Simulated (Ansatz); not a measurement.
C₂H₈ClInS

The calculation's input:

```
crystal:
  periodic: [false, false, false]
  atoms:
    - {symbol: C, position_ang: [-1.720253, 0.832523, -1.235408]}
    - {symbol: In, position_ang: [0.139869, 0.109191, -0.463401]}
    - {symbol: C, position_ang: [1.170796, -1.757906, -0.264017]}
    - {symbol: S, position_ang: [-0.357046, 0.606607, 2.339260]}
    - {symbol: Cl, position_ang: [1.720027, 1.928763, -0.318766]}
    - {symbol: H, position_ang: [-2.551768, 0.210085, -0.903048]}
    - {symbol: H, position_ang: [-1.872380, 1.856844, -0.895180]}
    - {symbol: H, position_ang: [-1.693968, 0.829047, -2.326211]}
    - {symbol: H, position_ang: [1.479170, -2.119663, -1.246149]}
    - {symbol: H, position_ang: [2.062638, -1.609162, 0.345020]}
    - {symbol: H, position_ang: [0.532541, -2.512203, 0.198176]}
    - {symbol: H, position_ang: [0.718911, -0.102421, 2.719398]}
    - {symbol: H, position_ang: [0.391763, 1.693595, 2.065125]}
basis:
  gaussian: {orbitals: def2-TZVPP}
hamiltonian: {xc: pbe0, dispersion: d4}
output: {orbitals: {seedname: orbitals}}
```

Command:

```sh
ansatz run in.yaml --threads 4 --pin off --events-out ev --progress --plain --max-ram 11315MiB
```

Geometry: PBE0-D4/def2-TZVP; core potentials replace the inner electrons of In.

Theory: Ansatz 0.2.0, RKS PBE0-D4/def2-TZVPP.

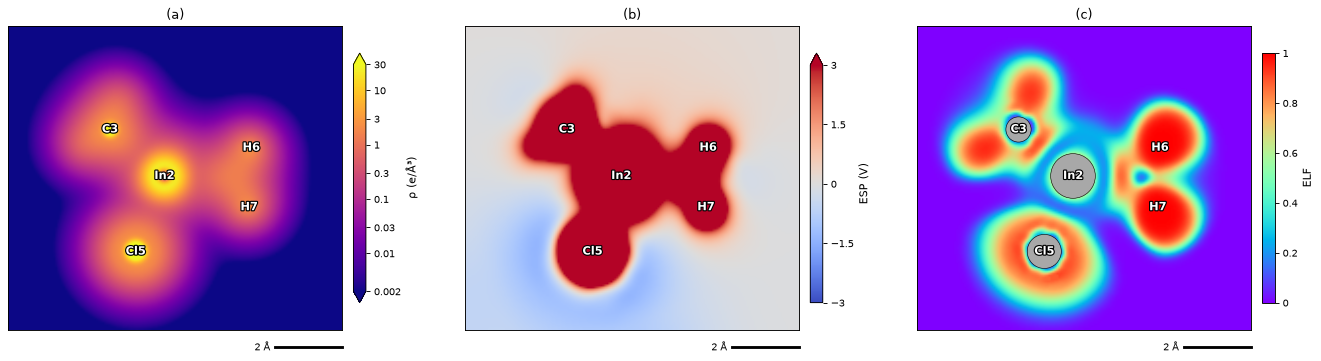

Figure 1. (a) electron density; (b) electrostatic potential; (c) electron localisation function on the plane of atoms C3, In2 and Cl5. Grey discs cover the atomic cores in the ELF map.

Question: What do the fields say about this system?

Answer:
- Atoms in the plane: In, C, Cl and H.
- C–In (2.14 Å): the density is about 0.69 e/Å³ at the midpoint; the ELF peaks at about 0.90 in the valence shell of C, 0.7 Å from its nucleus, and drops to about 0.20 between the two atoms.
- In–Cl (2.41 Å): the density is about 0.49 e/Å³ at the midpoint; the ELF peaks at about 0.85 in the valence shell of Cl, 0.8 Å from its nucleus, and drops to about 0.15 between the two atoms.
- The ELF also peaks beside Cl5, away from the bonds: lone-pair regions.
- Outside the dense part of the molecule the potential is most negative (−1.4 V) near Cl5.

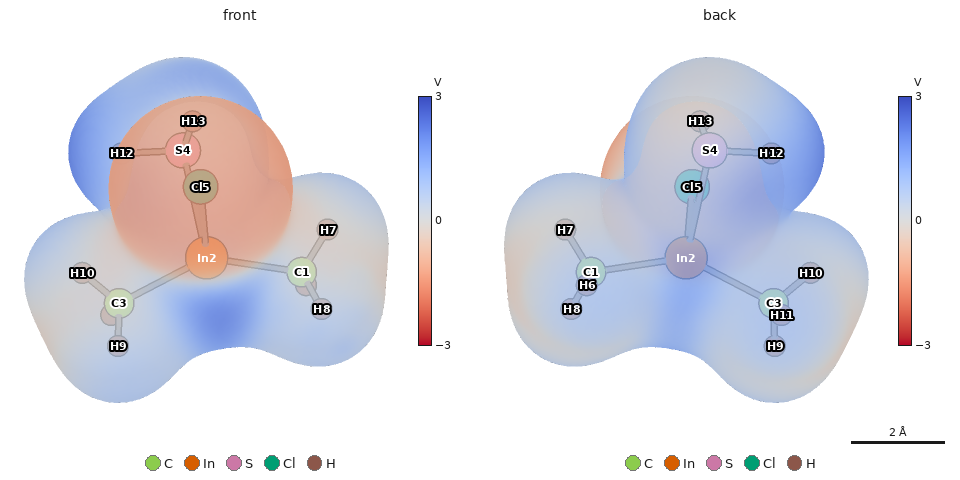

Figure 2. The molecular electrostatic potential painted on the density surface at 0.002 e/bohr³, seen from the front and from behind; the colour scale runs from red (negative) to blue (positive).

Question: Where is the surface potential most negative and most positive?

Answer: The most negative region (about −1.3 V) lies over Cl5, the most positive (about +2.0 V) over In2 and H12.

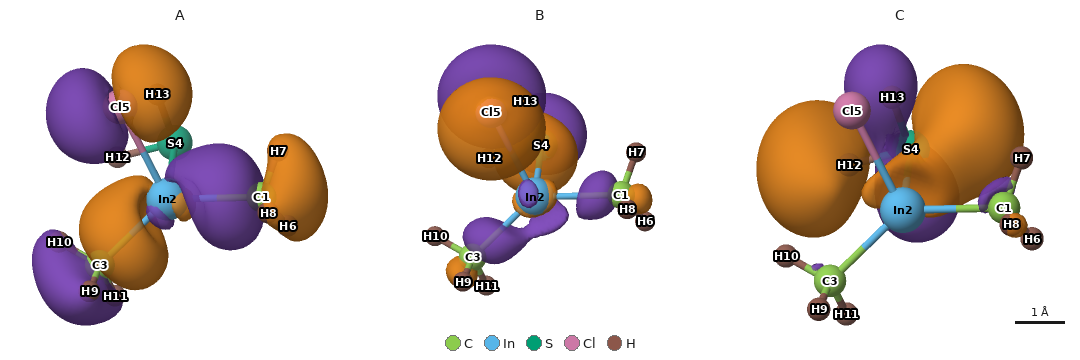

Figure 3. Three frontier orbitals at ±0.08 Å⁻³ᐟ² (orange and purple are the two phases), in no order.

Question: Which picture is the HOMO−1, the HOMO and the LUMO?

Answer: B is the HOMO−1 (−7.86 eV). Its weight (Hirshfeld) is mainly on Cl5 (about 70 %), S4 (about 15 %) and In2 (about 5 %); largely a lone pair of Cl5. A is the HOMO (−7.33 eV). It lies mainly on Cl5 (about 35 %), C1 (about 20 %), C3 (about 20 %) and In2 (about 15 %). C is the LUMO (−0.36 eV). It lies mainly on S4 (about 50 %), H12 (about 25 %), In2 (about 10 %) and H13 (about 10 %).

Question: What is the HOMO–LUMO gap?

Answer: 6.97 eV between the orbital energies.

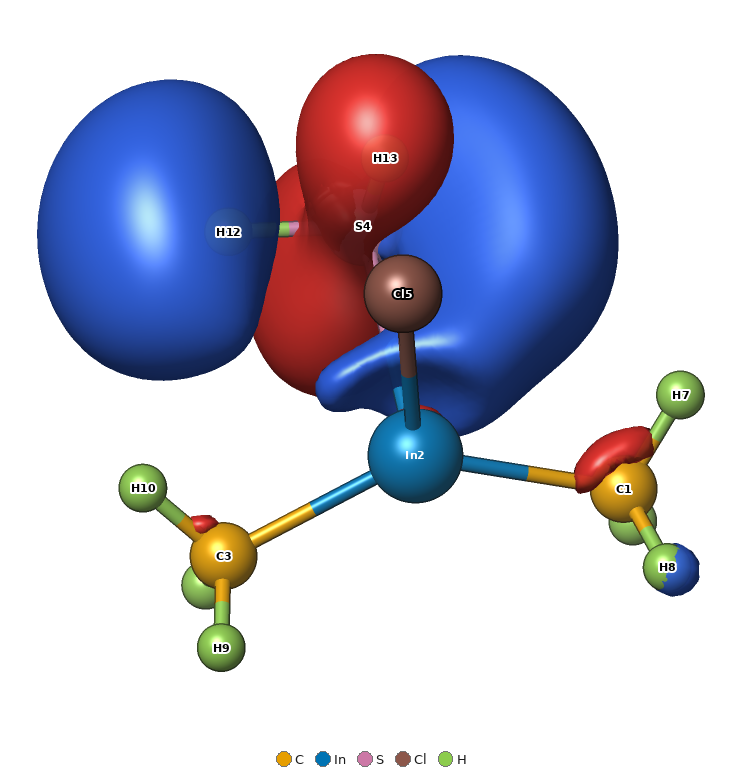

Figure 4. The LUMO at ±0.08 Å⁻³ᐟ² (blue and red are the two phases), seen at a tilt.

Question: Where does this orbital lie, and at what energy?

Answer: By Hirshfeld shares it lies mainly on S4 (about 50 %), H12 (about 25 %), In2 (about 10 %) and H13 (about 10 %). Its energy is −0.36 eV.
